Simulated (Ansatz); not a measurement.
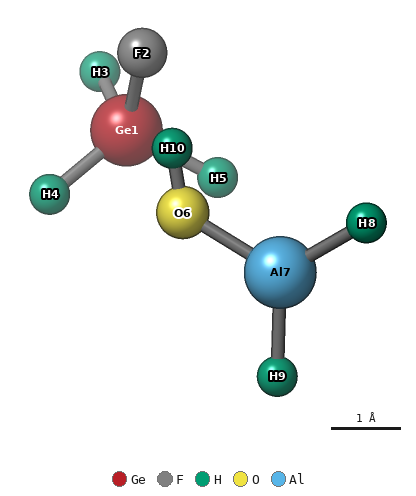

The structure as given in the input (ball-and-stick view, seen at a tilt; atoms are numbered from 1 in the order of the input). Sticks mark near contacts.

Geometry relaxation of AlGeH6OF (part 1 of 2)

- system: AlGeH6OF
- method: RKS BHLYP-D4/def2-SVP (Ansatz 0.2.0)

It belongs to a series of runs on one base structure; here: end point A relaxed. Figures and captions count atoms from 1; the log counts them from 0 in places.

## Output
```
The last accepted step is kept in [file] (removed where the run ends without a failure and the disk answers)
Engine: ansatz 0.2.0, aarch64-unknown-linux-gnu
Functional definition: BHLYP
  parameter a = 0.5
  exchange = (1 - a)*b88_x + a*exact_x
  correlation = lyp_c
1121 factors; integrals over basis functions are off by at most 6.0e-4 eV
mean field evaluation 1: about -67958.0693 eV, gradient 5.3e1 eV
mean field evaluation 2: about -67954.3607 eV, gradient 7.0e1 eV
mean field evaluation 4: about -67962.8204 eV, gradient 2.8e0 eV
mean field evaluation 8: about -67962.8629 eV, gradient 5.4e-2 eV
mean field -67962.86290157 eV, -2497.5891447497 hartree, gradient 2.1e-5 eV, S^2 0.000000; 0 other end points of the search recorded, 0 dependent functions left out
the calculation of the forces begins
reference -67962.86310549 eV, -2497.5891522436 hartree; 34, 34 occupied and 74, 74 virtual orbitals, 1121 factors
relax step   1: F+E_penalty+E_count = -67963.07061447 eV  Δ(F+E_penalty+E_count) = +0.000e0 eV  max|allowed force component| = 1.003e0 eV/Å  Δτ_max = 0.0000 Å  (26 SCF iters, accepted)
these checks for a lower state are left out or cut short: starts, cluster_reference, orbital_swaps, neighbouring_geometries, increment
1121 factors; integrals over basis functions are off by at most 6.1e-4 eV
mean field evaluation 16: about -67962.8185 eV, gradient 4.6e0 eV
mean field -67962.90012897 eV, -2497.5905128312 hartree, gradient 1.9e-5 eV, S^2 0.000000; 0 other end points of the search recorded, 0 dependent functions left out
[... from here on the field's lines of each further geometry are left out, up to the last ...]
relax step   2: F+E_penalty+E_count = -67963.10503946 eV  Δ(F+E_penalty+E_count) = -3.442e-2 eV  max|allowed force component| = 4.768e-1 eV/Å  Δτ_max = 0.0768 Å  (30 SCF iters, accepted)
relax step   3: F+E_penalty+E_count = -67963.11679966 eV  Δ(F+E_penalty+E_count) = -1.176e-2 eV  max|allowed force component| = 1.191e-1 eV/Å  Δτ_max = 0.0840 Å  (31 SCF iters, accepted)
relax step   4: F+E_penalty+E_count = -67963.12001471 eV  Δ(F+E_penalty+E_count) = -3.215e-3 eV  max|allowed force component| = 1.767e-1 eV/Å  Δτ_max = 0.0747 Å  (30 SCF iters, accepted)
relax step   5: F+E_penalty+E_count = -67963.12417673 eV  Δ(F+E_penalty+E_count) = -4.162e-3 eV  max|allowed force component| = 1.809e-1 eV/Å  Δτ_max = 0.0809 Å  (30 SCF iters, accepted)
relax step   6: F+E_penalty+E_count = -67963.12838425 eV  Δ(F+E_penalty+E_count) = -4.208e-3 eV  max|allowed force component| = 1.017e-1 eV/Å  Δτ_max = 0.1227 Å  (30 SCF iters, accepted)
relax step   7: F+E_penalty+E_count = -67963.13025999 eV  Δ(F+E_penalty+E_count) = -1.876e-3 eV  max|allowed force component| = 1.689e-1 eV/Å  Δτ_max = 0.0471 Å  (31 SCF iters, accepted)
relax step   8: F+E_penalty+E_count = -67963.13110960 eV  Δ(F+E_penalty+E_count) = -8.496e-4 eV  max|allowed force component| = 1.542e-1 eV/Å  Δτ_max = 0.0791 Å  (30 SCF iters, accepted)
relax step   9: F+E_penalty+E_count = -67963.13233402 eV  Δ(F+E_penalty+E_count) = -1.224e-3 eV  max|allowed force component| = 4.246e-2 eV/Å  Δτ_max = 0.0163 Å  (32 SCF iters, accepted)
relax step  10: F+E_penalty+E_count = -67963.13423130 eV  Δ(F+E_penalty+E_count) = -1.897e-3 eV  max|allowed force component| = 2.145e-2 eV/Å  Δτ_max = 0.0872 Å  (31 SCF iters, accepted)
relax step  11: F+E_penalty+E_count = -67963.13476589 eV  Δ(F+E_penalty+E_count) = -5.346e-4 eV  max|allowed force component| = 1.635e-1 eV/Å  Δτ_max = 0.1954 Å  (30 SCF iters, accepted)
relax step  12: F+E_penalty+E_count = -67963.13568317 eV  Δ(F+E_penalty+E_count) = -9.173e-4 eV  max|allowed force component| = 1.228e-1 eV/Å  Δτ_max = 0.0220 Å  (31 SCF iters, accepted)
relax step  13: F+E_penalty+E_count = -67963.13788089 eV  Δ(F+E_penalty+E_count) = -2.198e-3 eV  max|allowed force component| = 1.954e-2 eV/Å  Δτ_max = 0.0666 Å  (31 SCF iters, accepted)
relax step  14: F+E_penalty+E_count = -67963.13839154 eV  Δ(F+E_penalty+E_count) = -5.106e-4 eV  max|allowed force component| = 6.904e-2 eV/Å  Δτ_max = 0.0935 Å  (31 SCF iters, accepted)
relax step  15: F+E_penalty+E_count = -67963.13890382 eV  Δ(F+E_penalty+E_count) = -5.123e-4 eV  max|allowed force component| = 4.575e-2 eV/Å  Δτ_max = 0.0320 Å  (31 SCF iters, accepted)
relax step  16: F+E_penalty+E_count = -67963.13963189 eV  Δ(F+E_penalty+E_count) = -7.281e-4 eV  max|allowed force component| = 4.801e-2 eV/Å  Δτ_max = 0.0807 Å  (31 SCF iters, accepted)
relax step  17: F+E_penalty+E_count = -67963.14000874 eV  Δ(F+E_penalty+E_count) = -3.768e-4 eV  max|allowed force component| = 6.798e-2 eV/Å  Δτ_max = 0.0887 Å  (31 SCF iters, accepted)
relax step  18: F+E_penalty+E_count = -67963.14024839 eV  Δ(F+E_penalty+E_count) = -2.397e-4 eV  max|allowed force component| = 3.008e-2 eV/Å  Δτ_max = 0.0240 Å  (32 SCF iters, accepted)
relax step  19: F+E_penalty+E_count = -67963.14036432 eV  Δ(F+E_penalty+E_count) = -1.159e-4 eV  max|allowed force component| = 2.536e-2 eV/Å  Δτ_max = 0.0292 Å  (32 SCF iters, accepted)
relax step  20: F+E_penalty+E_count = -67963.14018620 eV  Δ(F+E_penalty+E_count) = +1.781e-4 eV  max|allowed force component| = 3.673e-2 eV/Å  Δτ_max = 0.0671 Å  (31 SCF iters, rejected (line search))
the calculation of the forces begins
reference -67962.94873359 eV, -2497.5922990183 hartree; 34, 34 occupied and 74, 74 virtual orbitals, 1121 factors
relax step  21: F+E_penalty+E_count = -67963.14047838 eV  Δ(F+E_penalty+E_count) = -1.141e-4 eV  max|allowed force component| = 1.437e-2 eV/Å  Δτ_max = 0.0328 Å  (32 SCF iters, accepted)
1121 factors; integrals over basis functions are off by at most 4.1e-4 eV
mean field evaluation 160: about -67962.8802 eV, gradient 4.3e0 eV
```

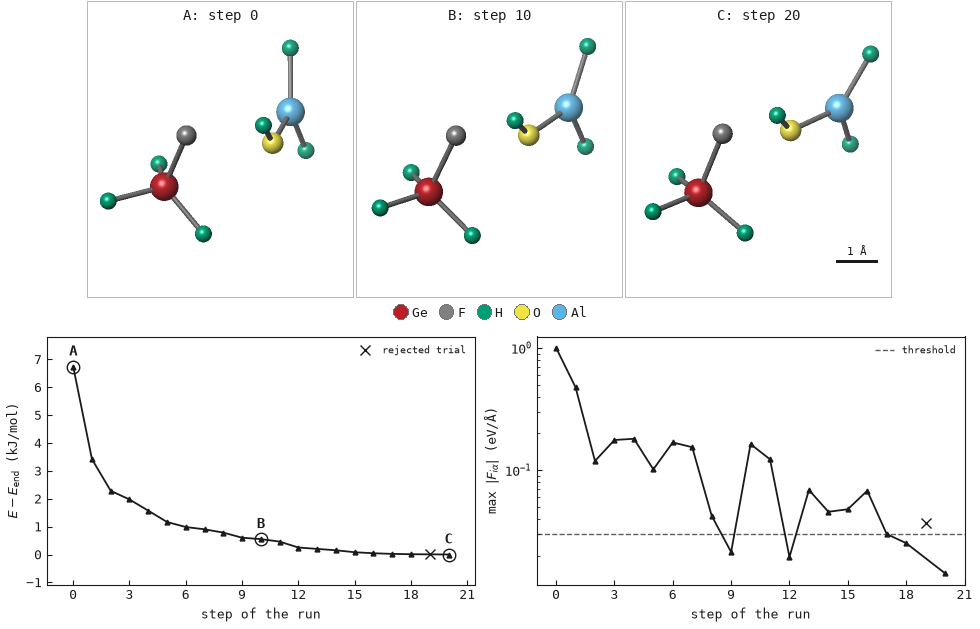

Frames of the relaxation (ball-and-stick view, seen at a tilt) above the curves, on which the letters mark them (the first geometry is step 0 here and step 1 in the log).

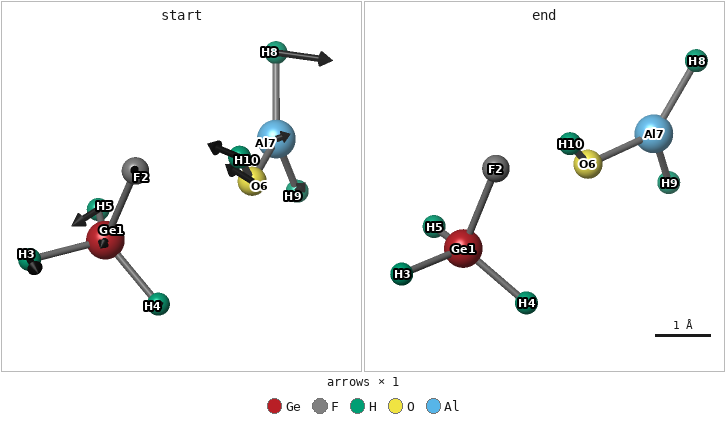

Before (left) and after (right) the relaxation, at one scale (ball-and-stick view, seen at a tilt). The black arrows give the displacements, at true length. Over 20 geometry steps the energy falls by 6.74 kJ/mol. The largest force component goes from 1 to 0.014 eV/Å. The line search rejected the trial step at point 19 (counted from 0) and went back. The largest move after the best rigid fit is that of H8, 1.12 Å. Largest moves by element: H 1.12 Å, O 0.73 Å, Al 0.28 Å, Ge 0.22 Å, F 0.13 Å. Among the contacts that change: Ge1–F2 1.713 → 1.755 Å, O6–H10 0.975 → 0.956 Å, O6–Al7 1.705 → 1.691 Å, Al7–H8 1.579 → 1.574 Å. Among the angles that change: Al7–O6–H10 126.4° → 130.3°. (Atoms are counted from 1 in the order of the input.)

```
mean field -67962.94852480 eV, -2497.5922913453 hartree, gradient 2.1e-5 eV, S^2 0.000000; 1 other end points of the search recorded, 0 dependent functions left out
the calculation of the forces begins
reference -67962.94873359 eV, -2497.5922990183 hartree; 34, 34 occupied and 74, 74 virtual orbitals, 1121 factors
Total energy: -67963.14068717 eV, -2497.5993531823 hartree
Atom 0 at     0.538750     0.379095    -0.139247 Å, force    -0.000684     0.004754    -0.001591 eV/Å
Atom 1 at     0.261035    -0.571812     1.309415 Å, force    -0.001601    -0.001945     0.002762 eV/Å
Atom 2 at     2.027553     0.722160    -0.064767 Å, force    -0.002017     0.001649     0.001397 eV/Å
Atom 3 at    -0.332449     1.621483    -0.033309 Å, force     0.003155    -0.002513    -0.000447 eV/Å
Atom 4 at     0.227459    -0.515339    -1.329160 Å, force    -0.000667    -0.001961    -0.002751 eV/Å
Atom 5 at    -2.238047    -0.699587     0.422903 Å, force    -0.013234    -0.004000     0.001005 eV/Å
Atom 6 at    -3.868546    -1.133519     0.317914 Å, force    -0.004627    -0.002641     0.001778 eV/Å
Atom 7 at    -4.525723    -2.043137     1.420932 Å, force     0.003515     0.005467    -0.005724 eV/Å
Atom 8 at    -4.648141    -0.577809    -0.923910 Å, force     0.001788     0.000196     0.000855 eV/Å
Atom 9 at    -1.580392    -0.919737     1.081529 Å, force     0.014372     0.000992     0.002717 eV/Å
Dipole moment:     0.125156     0.143547    -0.187121 e Å
```

## Trajectory as extended XYZ (Å, eV, eV/Å), 21 frames, from step=1 to step=21
```
10
Properties=species:S:1:pos:R:3:forces:R:3 step=1 energy=-67963.07061
Ge    0.3759    0.2224   -0.1459    0.1339   0.4196  -1.0029
F     0.2769   -0.4516    1.4263   -0.1691  -0.4099   0.9683
H     1.8790    0.2783   -0.4344    0.0088   0.0036   0.0057
H    -0.2357    1.6135   -0.1067   -0.0123   0.0027   0.0005
H    -0.3076   -0.7391   -1.1133    0.0015   0.0056   0.0074
O    -2.3988   -0.1303    0.8623    0.4588  -0.3727   0.8074
Al   -3.6155   -1.1187    0.1910    0.1146   0.0338   0.1169
H    -3.8571   -2.5741    0.7524    0.0116   0.0950  -0.0258
H    -4.4288   -0.4866   -0.9901    0.0146  -0.0049   0.0028
H    -1.8268   -0.3521    1.6206   -0.5624   0.2271  -0.8802
10
Properties=species:S:1:pos:R:3:forces:R:3 step=2 energy=-67963.10504
Ge    0.4063    0.2403   -0.1568    0.0054   0.2041  -0.4768
F     0.2197   -0.4358    1.4285   -0.0204  -0.1925   0.4181
H     1.9177    0.2841   -0.4055   -0.0330  -0.0184   0.0698
H    -0.2057    1.6320   -0.1349    0.0117   0.0056   0.0024
H    -0.2682   -0.7165   -1.1345    0.0170  -0.0011   0.0031
O    -2.4178   -0.1501    0.8762    0.0900  -0.2450   0.2123
Al   -3.6484   -1.1233    0.2166    0.1564   0.0841   0.0456
H    -3.8906   -2.5730    0.7750   -0.0217   0.0086   0.0072
H    -4.4506   -0.4922   -0.9721   -0.0217   0.0072   0.0147
H    -1.8009   -0.4036    1.5700   -0.1838   0.1473  -0.2963
10
Properties=species:S:1:pos:R:3:forces:R:3 step=3 energy=-67963.11680
Ge    0.4099    0.2529   -0.1588    0.0244  -0.0251  -0.0203
F     0.2021   -0.4518    1.4323   -0.0240   0.0187  -0.0168
H     1.9279    0.2874   -0.3567   -0.0251   0.0021   0.0231
H    -0.1939    1.6482   -0.1286    0.0004  -0.0190   0.0048
H    -0.2452   -0.7024   -1.1504    0.0175   0.0296   0.0013
O    -2.4067   -0.1614    0.8329   -0.1117  -0.1191  -0.0512
Al   -3.6645   -1.1317    0.2317    0.0886   0.0912  -0.0393
H    -3.9165   -2.5706    0.8087   -0.0100  -0.0082   0.0306
H    -4.4883   -0.5027   -0.9438   -0.0348  -0.0011   0.0165
H    -1.7633   -0.4060    1.4949    0.0747   0.0310   0.0513
10
Properties=species:S:1:pos:R:3:forces:R:3 step=4 energy=-67963.12001
Ge    0.4355    0.2633   -0.1679   -0.0265  -0.0899   0.1767
F     0.1639   -0.4590    1.4141    0.0706   0.0743  -0.1647
H     1.9605    0.2984   -0.3016   -0.0438  -0.0032   0.0110
H    -0.1727    1.6560   -0.1396    0.0036  -0.0003   0.0009
H    -0.1903   -0.6752   -1.1931    0.0214   0.0138   0.0062
O    -2.4084   -0.1809    0.8103   -0.1647  -0.0759  -0.1250
Al   -3.6823   -1.1441    0.2392    0.0011   0.1011   0.0082
H    -3.9491   -2.5680    0.8473    0.0087  -0.0177   0.0061
H    -4.5403   -0.5112   -0.9107   -0.0054  -0.0156   0.0026
H    -1.7554   -0.4176    1.4642    0.1351   0.0135   0.0781
10
Properties=species:S:1:pos:R:3:forces:R:3 step=5 energy=-67963.12418
Ge    0.4641    0.2747   -0.1643   -0.0012  -0.1090   0.1626
F     0.1576   -0.4695    1.4029    0.0580   0.0843  -0.1809
H     1.9928    0.3296   -0.2455   -0.0585   0.0028   0.0008
H    -0.1643    1.6579   -0.1365    0.0044   0.0084   0.0060
H    -0.1179   -0.6569   -1.2219    0.0225   0.0158   0.0307
O    -2.4008   -0.2100    0.7513   -0.1670  -0.0735  -0.0762
Al   -3.7304   -1.1436    0.2631    0.0820   0.0455  -0.0561
H    -3.9950   -2.5590    0.8962   -0.0090   0.0203   0.0234
H    -4.6127   -0.5230   -0.8767   -0.0115   0.0001   0.0380
H    -1.7318   -0.4384    1.3937    0.0803   0.0053   0.0518
10
Properties=species:S:1:pos:R:3:forces:R:3 step=6 energy=-67963.12838
Ge    0.5022    0.2893   -0.1531    0.0861  -0.0605   0.0009
F     0.1650   -0.4781    1.3920   -0.0236   0.0344  -0.0909
H     2.0323    0.3791   -0.1809   -0.0778   0.0051  -0.0053
H    -0.1556    1.6593   -0.1261   -0.0018  -0.0027   0.0021
H    -0.0195   -0.6422   -1.2447    0.0183   0.0431   0.0745
O    -2.3959   -0.2552    0.6628    0.0558  -0.0867   0.0507
Al   -3.7782   -1.1532    0.2697   -0.0106   0.0092   0.0069
H    -4.0620   -2.5367    0.9715    0.0152   0.0549  -0.0227
H    -4.7217   -0.5278   -0.8206    0.0400  -0.0162   0.0381
H    -1.7050   -0.4729    1.2917   -0.1017   0.0193  -0.0543
10
Properties=species:S:1:pos:R:3:forces:R:3 step=7 energy=-67963.13026
Ge    0.5255    0.3013   -0.1542    0.0295  -0.0477  -0.0270
F     0.1567   -0.4750    1.3765    0.0048   0.0116  -0.0143
H     2.0541    0.3993   -0.1560   -0.0585   0.0021  -0.0011
H    -0.1411    1.6673   -0.1310    0.0027   0.0017  -0.0028
H     0.0211   -0.6296   -1.2527    0.0232   0.0417   0.0441
O    -2.3964   -0.2891    0.6317    0.1689   0.0074   0.1213
Al   -3.8039   -1.1545    0.2828   -0.0990  -0.0921  -0.0568
H    -4.0954   -2.5262    1.0029   -0.0046   0.0505  -0.0081
H    -4.7510   -0.5291   -0.8030    0.0216  -0.0060   0.0359
H    -1.7080   -0.5026    1.2651   -0.0885   0.0308  -0.0911
10
Properties=species:S:1:pos:R:3:forces:R:3 step=8 energy=-67963.13111
Ge    0.5537    0.3176   -0.1537   -0.0285  -0.0297  -0.0121
F     0.1554   -0.4696    1.3631    0.0332   0.0034   0.0196
H     2.0791    0.4319   -0.1241   -0.0292  -0.0026   0.0010
H    -0.1264    1.6776   -0.1369    0.0046  -0.0003  -0.0060
H     0.0758   -0.6136   -1.2609    0.0221   0.0290   0.0083
O    -2.3874   -0.3353    0.5896   -0.1141  -0.1021   0.0275
Al   -3.8383   -1.1649    0.2904    0.1542   0.0518   0.0338
H    -4.1567   -2.5084    1.0495   -0.0027   0.0387  -0.0099
H    -4.7937   -0.5274   -0.7782    0.0154   0.0001   0.0101
H    -1.7000   -0.5462    1.2236   -0.0551   0.0115  -0.0723
```
